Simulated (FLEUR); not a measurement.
## Fe3RhN: from one collinear state to anisotropy

Aim: the anisotropy of Fe3RhN from single passes in the potential of one collinear state.

Calculated with FLEUR MaX-R8.1; LDA (VWN); all-electron FLAPW, Dirac cores, scalar-relativistic bands.

## Step 1: Set-up

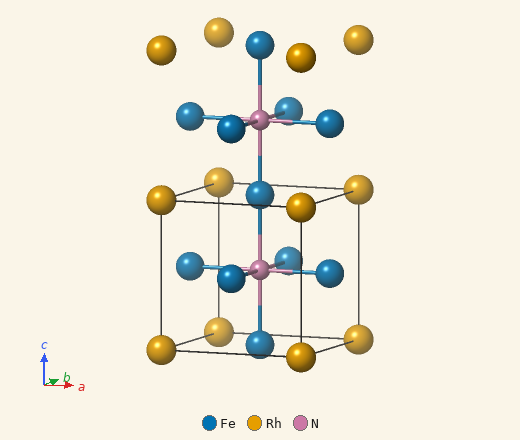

The cell as given, slightly off an axis (iron blue, rhodium orange, nitrogen pink). 1×1×2 cells are drawn. Some periodic images of atoms are drawn too.

As a file:

```cif
data_structure
_symmetry_space_group_name_H-M 'P 1'
_symmetry_Int_Tables_number 1
_cell_length_a 3.8394
_cell_length_b 3.8394
_cell_length_c 3.8394
_cell_angle_alpha 90.000
_cell_angle_beta 90.000
_cell_angle_gamma 90.000
_cell_volume 56.60
loop_
_atom_site_label
_atom_site_type_symbol
_atom_site_fract_x
_atom_site_fract_y
_atom_site_fract_z
_atom_site_occupancy
Fe1 Fe 0.00000 0.50000 0.50000 1
Fe2 Fe 0.50000 0.50000 0.00000 1
Fe3 Fe 0.50000 0.00000 0.50000 1
Rh4 Rh 0.00000 0.00000 0.00000 1
N5 N 0.50000 0.50000 0.50000 1
```

The cell comes from a database of computed structures and need not be the stable phase.

## Step 2: The magnetic state

The force theorems are single passes in this state's potential, so it has to be converged first.

No symmetry is used, so that later steps may turn the spins freely; k and −k are joined. inpgen writes inp.xml from crystal.txt; cutoffs, mixing, functional, smearing and local orbitals are then set in the file. The k list scf (kpts.xml, not shown) is a Γ-centred 6×6×6 mesh; where the ranks do not divide the number of points, some are split in two of half the weight.

Input file inp.xml:

```
<?xml version="1.0" encoding="UTF-8" standalone="no"?>
<fleurInput fleurInputVersion="0.39">
   <comment>
      Fe3RhN
   </comment>
   <calculationSetup>
      <cutoffs Kmax="4.4" Gmax="13.2" GmaxXC="13.2" numbands="0"/>
      <scfLoop itmax="90" minDistance="0.00002" maxIterBroyd="15" imix="Anderson" alpha="0.05" precondParam="0.0" spinf="2.0" sdNocoIR="T"/>
      <coreElectrons ctail="F" frcor="F" kcrel="0" coretail_lmax="0"/>
      <xcFunctional name="vwn" relativisticCorrections="F"/>
      <magnetism jspins="2" l_noco="F" l_ss="F">
         <qss>0.0 0.0 0.0</qss>
         <mtNocoParams l_mperp="F" l_mtNocoPot="F" l_relaxSQA="F" mag_mixing_scheme="0" mix_RelaxWeightOffD="1.0" l_constrained="F" mix_constr="1.0"/>
         <sourceFreeMag l_sourceFree="F" l_scaleMag="F" mag_scale="1.0"/>
      </magnetism>
      <soc l_soc="F" theta="0.0" phi="0.0" spav="F"/>
      <expertModes spex="0" secvar="F"/>
      <geometryOptimization l_f="F" forcealpha="1.0" forcemix="BFGS" epsdisp="0.00001" epsforce="0.00001"/>
      <ldaU l_linMix="F" mixParam="0.05" spinf="1.0"/>
   </calculationSetup>
   <cell>
      <bzIntegration valenceElectrons="68.0" mode="hist" fermiSmearingEnergy="0.0055124">
         <kPointListSelection listName="scf"/>
         <xi:include xmlns:xi="http://www.w3.org/2001/XInclude" href="kpts.xml"> </xi:include>
      </bzIntegration>
      <xi:include xmlns:xi="http://www.w3.org/2001/XInclude" href="sym.xml"> </xi:include>
      <bulkLattice scale="1.0">
         <bravaisMatrix>
            <row-1>    7.2554821412205959     0.0000000000000000     0.0000000000000000</row-1>
            <row-2>    0.0000000000000000     7.2554821412205959     0.0000000000000000</row-2>
            <row-3>    0.0000000000000000     0.0000000000000000     7.2554821412205959</row-3>
         </bravaisMatrix>
      </bulkLattice>
   </cell>
   <atomSpecies>
      <species name="Iron (Fe) 2.800" element="Fe" atomicNumber="26">
         <mtSphere radius="2.26" gridPoints="747" logIncrement="0.016"/>
         <atomicCutoffs lmax="8" lnonsphr="6"/>
         <electronConfig flipSpins="F">
            <coreConfig>(1s1/2) (2s1/2) (2p1/2) (2p3/2)</coreConfig>
            <valenceConfig>(3s1/2) (3p1/2) (3p3/2) (4s1/2) (3d3/2) (3d5/2)</valenceConfig>
            <stateOccupation state="(3d3/2)" spinUp="1.4" spinDown="1.0"/>
            <stateOccupation state="(3d5/2)" spinUp="3.0" spinDown="0.6"/>
         </electronConfig>
         <energyParameters s="4" p="4" d="3" f="4"/>
         <lo type="SCLO" l="0" n="3" eDeriv="0"/>
         <lo type="SCLO" l="1" n="3" eDeriv="0"/>
      </species>
      <species name="Rhodium (Rh)" element="Rh" atomicNumber="45">
         <mtSphere radius="2.74" gridPoints="905" logIncrement="0.014"/>
         <atomicCutoffs lmax="10" lnonsphr="8"/>
         <electronConfig flipSpins="F">
            <coreConfig>(1s1/2) (2s1/2) (2p1/2) (2p3/2) (3s1/2) (3p1/2) (3p3/2) (4s1/2) (3d3/2) (3d5/2)</coreConfig>
            <valenceConfig>(4p1/2) (4p3/2) (5s1/2) (4d3/2) (4d5/2)</valenceConfig>
            <stateOccupation state="(5s1/2)" spinUp="0.500000" spinDown="0.500000"/>
            <stateOccupation state="(4d3/2)" spinUp="1.600000" spinDown="1.600000"/>
            <stateOccupation state="(4d5/2)" spinUp="2.400000" spinDown="2.400000"/>
         </electronConfig>
         <energyParameters s="5" p="5" d="4" f="4"/>
         <lo type="SCLO" l="1" n="4" eDeriv="0"/>
      </species>
      <species name="Nitrogen (N)" element="N" atomicNumber="7">
         <mtSphere radius="1.28" gridPoints="423" logIncrement="0.024"/>
         <atomicCutoffs lmax="6" lnonsphr="4"/>
         <electronConfig flipSpins="F">
            <coreConfig>(1s1/2)</coreConfig>
            <valenceConfig>(2s1/2) (2p1/2) (2p3/2)</valenceConfig>
            <stateOccupation state="(2p1/2)" spinUp="0.500000" spinDown="0.500000"/>
            <stateOccupation state="(2p3/2)" spinUp="1.000000" spinDown="1.000000"/>
         </electronConfig>
         <energyParameters s="2" p="2" d="3" f="4"/>
      </species>
   </atomSpecies>
   <atomGroups>
      <atomGroup species="Iron (Fe) 2.800">
         <relPos label="                   1">.0000000000 1.000/2.000 1.000/2.000</relPos>
         <force calculate="T" relaxXYZ="TTT"/>
         <nocoParams  alpha="0.0" beta="0.0"/>
      </atomGroup>
      <atomGroup species="Iron (Fe) 2.800">
         <relPos label="                   2">1.000/2.000 1.000/2.000 .0000000000</relPos>
         <force calculate="T" relaxXYZ="TTT"/>
         <nocoParams  alpha="0.0" beta="0.0"/>
      </atomGroup>
      <atomGroup species="Iron (Fe) 2.800">
         <relPos label="                   3">1.000/2.000 .0000000000 1.000/2.000</relPos>
         <force calculate="T" relaxXYZ="TTT"/>
         <nocoParams  alpha="0.0" beta="0.0"/>
      </atomGroup>
      <atomGroup species="Rhodium (Rh)">
         <relPos label="                   4">.0000000000 .0000000000 .0000000000</relPos>
         <force calculate="T" relaxXYZ="TTT"/>
         <nocoParams  alpha="0.0" beta="0.0"/>
      </atomGroup>
      <atomGroup species="Nitrogen (N)">
         <relPos label="                   5">1.000/2.000 1.000/2.000 1.000/2.000</relPos>
         <force calculate="T" relaxXYZ="TTT"/>
         <nocoParams  alpha="0.0" beta="0.0"/>
      </atomGroup>
   </atomGroups>
   <output dos="F" band="F" slice="F">
      <bandDOS minEnergy="-.5*Htr" maxEnergy="0.5*Htr" sigma="0.015" storeEVData="T"/>
      <plotting iplot="0" polar="F">
         <plot TwoD="T" vec1="  1.0  0.0  0.0" vec2="  0.0  1.0  0.0" vec3="  0.0  0.0  1.0" zero="  0.0  0.0  0.0" file="plot"/>
      </plotting>
      <moessbauerParams electricFieldGradient="F" isomerShift="F" coreHyperfine="F" valenceHyperfine="F"/>
   </output>
</fleurInput>
```

Input file crystal.txt:

```
Fe3RhN
&input film=F cartesian=F /
3.83943580330  0.00000000000  0.00000000000
0.00000000000  3.83943580330  0.00000000000
0.00000000000  0.00000000000  3.83943580330
1.8897261246
1.0 1.0 1.0

5
26 0.00000000000  0.50000000000  0.50000000000 : 2.800
26 0.50000000000  0.50000000000  0.00000000000 : 2.800
26 0.50000000000  0.00000000000  0.50000000000 : 2.800
45 0.00000000000  0.00000000000  0.00000000000
7 0.50000000000  0.50000000000  0.50000000000

&kpt div1=6 div2=6 div3=6 gamma=T /
```

Run with:

```
$ OMP_NUM_THREADS=1 inpgen -f crystal.txt -nosym -noco > inpgen.log  # inp.xml is then edited as shown
$ OMP_NUM_THREADS=1 mpirun -n 4 fleur_MPI > fleur.log
```

What it wrote:

```text
Welcome to FLEUR        (www.flapw.de)
      MaX-Release 8.1          (www.max-centre.eu)

 ========== k-point set info ==========
 Selected k-point list: scf
 k-point list type: mesh
 0 x 0 x 0
 Number of k points: 112

 ------------Calculation Setup---------------------------
 Number of MPI-tasks      :            4
 Number of PE/node        :            4
 Number of OMP-threads    :            1
 k-points in parallel     :            4
 pe's per k-point         :            1
 No of k-point loops      :           28
 Eigenvalue solver        :       lapack
 Number of basis functions:          590
 Approximate size of matrices (H+S) per k-point:         0.010 GB
 --------------------------------------------------------
 Complex matrix made real
 Complex matrix made real
 Iteration:     1   Distance:      46.69036963 me/bohr^3
 Iteration:     2   Distance:      20.80537921 me/bohr^3
 Iteration:     3   Distance:      17.54614351 me/bohr^3
 Iteration:     4   Distance:       8.39897646 me/bohr^3
 Iteration:     5   Distance:       6.87660152 me/bohr^3
 Iteration:     6   Distance:       4.12959719 me/bohr^3
 Iteration:     7   Distance:       2.59291134 me/bohr^3
 Iteration:     8   Distance:       1.74284084 me/bohr^3
 Iteration:     9   Distance:       1.72067667 me/bohr^3
 Iteration:    10   Distance:       0.85942730 me/bohr^3
 Iteration:    11   Distance:       0.79486879 me/bohr^3
 Iteration:    12   Distance:       0.15862308 me/bohr^3
 Iteration:    13   Distance:       0.38734674 me/bohr^3
 Iteration:    14   Distance:       0.06820817 me/bohr^3
 Iteration:    15   Distance:       0.06234914 me/bohr^3
 Iteration:    16   Distance:       0.05437348 me/bohr^3
 Iteration:    17   Distance:       0.04572124 me/bohr^3
 Iteration:    18   Distance:       0.04090442 me/bohr^3
 Iteration:    19   Distance:       0.03090562 me/bohr^3
 Iteration:    20   Distance:       0.01258719 me/bohr^3
 Iteration:    21   Distance:       0.00825529 me/bohr^3
 Iteration:    22   Distance:       0.00428724 me/bohr^3
 Iteration:    23   Distance:       0.00268248 me/bohr^3
 Iteration:    24   Distance:       0.00119640 me/bohr^3
 Iteration:    25   Distance:       0.00175492 me/bohr^3
 Iteration:    26   Distance:       0.00028484 me/bohr^3
 Iteration:    27   Distance:       0.00011673 me/bohr^3
 Iteration:    28   Distance:       0.00010723 me/bohr^3
 Iteration:    29   Distance:       0.00001144 me/bohr^3

 ********************************************************************
 Run finished successfully
 Stop message:
   all done
 ********************************************************************

--- out.xml (last complete iteration) ---
<iteration numberForCurrentRun="   29" overallNumber="   29">
         [... left out ...]
         <bandgap value="0.0000000000" units="eV"/>
         <sumValenceSingleParticleEnergies value="-40.8440881739" units="Htr"/>
         <FermiEnergy value="0.4158179412" units="Htr"/>
         <valenceDensity>
            <mtCharges spin="1">
               <mtCharge atomType="1" total="8.6087066" s="1.1686246" p="3.1908452" d="4.2137353" f="0.0267985"/>
               <mtCharge atomType="2" total="8.6087071" s="1.1686246" p="3.1908452" d="4.2137357" f="0.0267985"/>
               <mtCharge atomType="3" total="8.6087066" s="1.1686246" p="3.1908452" d="4.2137353" f="0.0267985"/>
               <mtCharge atomType="4" total="7.6654447" s="0.2409785" p="3.2315602" d="4.1468394" f="0.0319366"/>
               <mtCharge atomType="5" total="1.4280255" s="0.4680836" p="0.9509970" d="0.0079654" f="0.0008559"/>
            </mtCharges>
            <mtCharges spin="2">
               <mtCharge atomType="1" total="6.2479424" s="1.1589554" p="3.1886487" d="1.8685237" f="0.0235064"/>
               <mtCharge atomType="2" total="6.2479416" s="1.1589554" p="3.1886487" d="1.8685229" f="0.0235064"/>
               <mtCharge atomType="3" total="6.2479424" s="1.1589554" p="3.1886487" d="1.8685237" f="0.0235064"/>
               <mtCharge atomType="4" total="6.9145570" s="0.2758404" p="3.2643322" d="3.3390032" f="0.0262994"/>
               <mtCharge atomType="5" total="1.4187953" s="0.4681467" p="0.9434872" d="0.0065879" f="0.0005197"/>
            </mtCharges>
            <spinDependentCharge spin="1" total="37.9107131" interstitial="2.9911226" mtSpheres="34.9195906"/>
            <spinDependentCharge spin="2" total="30.0892869" interstitial="3.0121082" mtSpheres="27.0771787"/>
            <totalCharge value="68.0000000000"/>
         </valenceDensity>
         [... left out ...]
         <allElectronCharges>
            <spinDependentCharge spin="1" total="68.9107131" interstitial="2.9914564" mtSpheres="65.9192568"/>
            <spinDependentCharge spin="2" total="61.0892869" interstitial="3.0124491" mtSpheres="58.0768378"/>
            <totalCharge value="130.0000000042"/>
         </allElectronCharges>
         <magneticMomentsInMTSpheres units="muBohr">
            <globalMagMoment atomType="1" vec="0.00000   0.00000   2.36076"/>
            <localMagMoment atomType="1" vec="0.00000   0.00000   2.36076"/>
            <globalMagMoment atomType="2" vec="0.00000   0.00000   2.36077"/>
            <localMagMoment atomType="2" vec="0.00000   0.00000   2.36077"/>
            <globalMagMoment atomType="3" vec="0.00000   0.00000   2.36076"/>
            <localMagMoment atomType="3" vec="0.00000   0.00000   2.36076"/>
            <globalMagMoment atomType="4" vec="0.00000   0.00000   0.75089"/>
            <localMagMoment atomType="4" vec="0.00000   0.00000   0.75089"/>
            <globalMagMoment atomType="5" vec="0.00000   0.00000   0.00923"/>
            <localMagMoment atomType="5" vec="0.00000   0.00000   0.00923"/>
         </magneticMomentsInMTSpheres>
         <moessbauerParams unitsHFF="kG" unitsIS="e/bohr^3" unitsEFG="Htr/bohr^2">
         </moessbauerParams>
         <totalEnergy value="    -8646.8939571003" units="Htr">
            <sumOfEigenvalues value="    -5073.2664278518">
               <coreElectrons value="-5032.4223396779"/>
               <valenceElectrons value="-40.8440881739"/>
            </sumOfEigenvalues>
            <densityCoulombPotentialIntegral value="-13571.1295863145"/>
            <densityEffectivePotentialIntegral value="-13970.9628829597"/>
            <chargeDenXCDenIntegral value="-301.8889757224"/>
            <FockExchangeEnergyValence value="0.0000000000"/>
            <FockExchangeEnergyCore value="0.0000000000"/>
            <atomTypeDependentContributions atomType="1">
               <electronNucleiInteractionDifferentMTs value="1518.3512097070"/>
               <MadelungTerm value="-11.4638612689"/>
            </atomTypeDependentContributions>
            <atomTypeDependentContributions atomType="2">
               <electronNucleiInteractionDifferentMTs value="1518.3512093730"/>
               <MadelungTerm value="-11.4638615521"/>
            </atomTypeDependentContributions>
            <atomTypeDependentContributions atomType="3">
               <electronNucleiInteractionDifferentMTs value="1518.3512097042"/>
               <MadelungTerm value="-11.4638612695"/>
            </atomTypeDependentContributions>
            <atomTypeDependentContributions atomType="4">
               <electronNucleiInteractionDifferentMTs value="5787.8500572744"/>
               <MadelungTerm value="-13.9128354003"/>
            </atomTypeDependentContributions>
            <atomTypeDependentContributions atomType="5">
               <electronNucleiInteractionDifferentMTs value="60.0236736731"/>
               <MadelungTerm value="-5.9048641061"/>
            </atomTypeDependentContributions>
            <tkbTimesEntropy value="0.0158654658"/>
            <freeEnergy value="-8646.9098225661"/>
            <extrapolationTo0K value="-8646.9018898332"/>
         </totalEnergy>
         <densityConvergence units="me/bohr^3">
            <chargeDensity spin="1" distance="0.0000070829"/>
            <chargeDensity spin="2" distance="0.0000086574"/>
            <overallChargeDensity distance="0.0000109267"/>
            <spinDensity distance="0.0000114387"/>
         </densityConvergence>
      </iteration>
```

It took 4.9 min on 4 MPI ranks of Intel Xeon 6975P-C (Granite Rapids), shared host; peak memory 1.2 GiB; 19 min of CPU time.

Spin moment in the muffin-tin sphere by atom:

```
atom  spin moment in the muffin-tin sphere (μB)
 Fe1                                       2.36
 Fe2                                       2.36
 Fe3                                       2.36
 Rh4                                       0.75
  N5                                       0.01
```

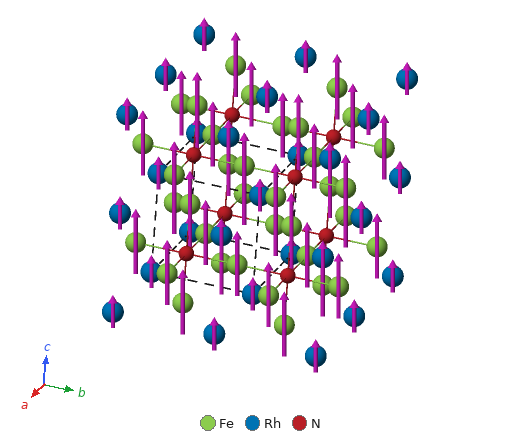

Spin moment in the muffin-tin sphere as arrows, the longest 2.36 μB. Up and down stand for the sign. Arrows give size and sign along the axis of quantisation, drawn up and down the page. Each arrow also spans its atom, so small moments look longer than they are. 2×2×2 cells are drawn. Some periodic images of atoms are drawn too.

This step gave:

```yaml
free_energy: -235294.4030 eV
program_s_band_gap_on_this_mesh_in_a_metal_only_a_level_spacing: 0 eV
magnetization: 7.821 μB
final_state: ferromagnetic
```

After 29 cycles the largest moment stands at 2.36 μB.

## Step 3: Anisotropy by the force theorem

Anisotropy is a small difference, so it is taken from sums over occupied states at a frozen potential, where most errors cancel.

One pass with spin–orbit coupling for each direction, from the saved density. Inversion lets half of the mesh serve, which the program's warning doesn't know. The k list mae (kpts.xml, not shown) is a Γ-centred 9×9×9 mesh.

Changes to inp.xml since step 2:

```diff
@@ -6,4 +6,4 @@
    <calculationSetup>
-      <cutoffs Kmax="4.4" Gmax="13.2" GmaxXC="13.2" numbands="0"/>
-      <scfLoop itmax="90" minDistance="0.00002" maxIterBroyd="15" imix="Anderson" alpha="0.05" precondParam="0.0" spinf="2.0" sdNocoIR="T"/>
+      <cutoffs Kmax="4.4" Gmax="13.2" GmaxXC="13.2" numbands="188"/>
+      <scfLoop itmax="1" minDistance="0.00002" maxIterBroyd="15" imix="Anderson" alpha="0.05" precondParam="0.0" spinf="2.0" sdNocoIR="T"/>
       <coreElectrons ctail="F" frcor="F" kcrel="0" coretail_lmax="0"/>
@@ -15,3 +15,3 @@
       </magnetism>
-      <soc l_soc="F" theta="0.0" phi="0.0" spav="F"/>
+      <soc l_soc="T" theta="0.0" phi="0.0" spav="F"/>
       <expertModes spex="0" secvar="F"/>
@@ -22,3 +22,3 @@
       <bzIntegration valenceElectrons="68.0" mode="hist" fermiSmearingEnergy="0.0055124">
-         <kPointListSelection listName="scf"/>
+         <kPointListSelection listName="mae"/>
          <xi:include xmlns:xi="http://www.w3.org/2001/XInclude" href="kpts.xml"> </xi:include>
@@ -107,2 +107,5 @@
    </output>
+   <forceTheorem>
+      <MAE theta="0.0 0.9553166 1.5707963" phi="0.0 0.7853982 0.7853982"/>
+   </forceTheorem>
 </fleurInput>
```

Run with:

```
$ OMP_NUM_THREADS=1 mpirun -n 4 fleur_MPI -warn_only > fleur.log
```

What it wrote:

```text
[banner, memory and clock lines left out]
Welcome to FLEUR        (www.flapw.de)
      MaX-Release 8.1          (www.max-centre.eu)
************FLEUR-Warning*****************
Error message: k-point set is not compatible to missing time-reversal symmetry in calculation.
Error occurred in subroutine: gen_bz
Error from PE:0/4
*****************************************

 ========== k-point set info ==========
 Selected k-point list: mae
 k-point list type: mesh
 0 x 0 x 0
 Number of k points: 368

 [... set-up left out ...]
 ********************************************************************
 Run finished successfully
 Stop message:
   Forcetheorem MAE
 ********************************************************************

--- out.xml (force theorem) ---
<Forcetheorem_MAE Angles="3" units="Htr">
            <Angle theta="0.0000000" phi="0.0000000" ev-sum="-40.850541854"/>
            <Angle theta="0.9553166" phi="0.7853982" ev-sum="-40.850541750"/>
            <Angle theta="1.5707963" phi="0.7853982" ev-sum="-40.850541686"/>
         </Forcetheorem_MAE>
```

Elapsed: 3.5 min, on 4 MPI ranks; peak memory 3.1 GiB.

Anisotropy energies, by row:

```
 axis       x       y       z  band energy less the first axis' (meV a cell)
[001]       0       0       1                                              0
[111]  0.5774  0.5774  0.5774                                        0.00283
[110]  0.7071  0.7071       0                                       0.004572
```

Indices are those of the standard conventional cell; x, y, z give the same directions in the axes of the input.

## Step 4: Summary of results

| Item | Value |
| --- | --- |
| reference state | ferromagnetic |
| largest sphere moment | 2.36 μB |
| easy direction of those tried | not resolved |
| energy along [111] less [001], force theorem | 0.00283 meV a primitive cell |

**Reading.** The lowest directions differ by less than these runs resolve; shape anisotropy is not included. The state was typed, and no other order was converged beside it, so it need not be the ground state.

[Logs and program files are shortened in this print: banners, set-up blocks, solver, clock and traceback lines can be left out without a mark of their own.]

[Logs are printed without paths, hosts, clocks, repeated set-up lines and the standing remarks that a program may print on its own settings, such as how far it seeks lower states.]

[Hosts, paths, dates, database ids (printed as entryN), source tags and the programs' standing remarks are cut or masked in the printed files.]

[Where a cell is said to come from a database of computed structures, the database is the Materials Project.]
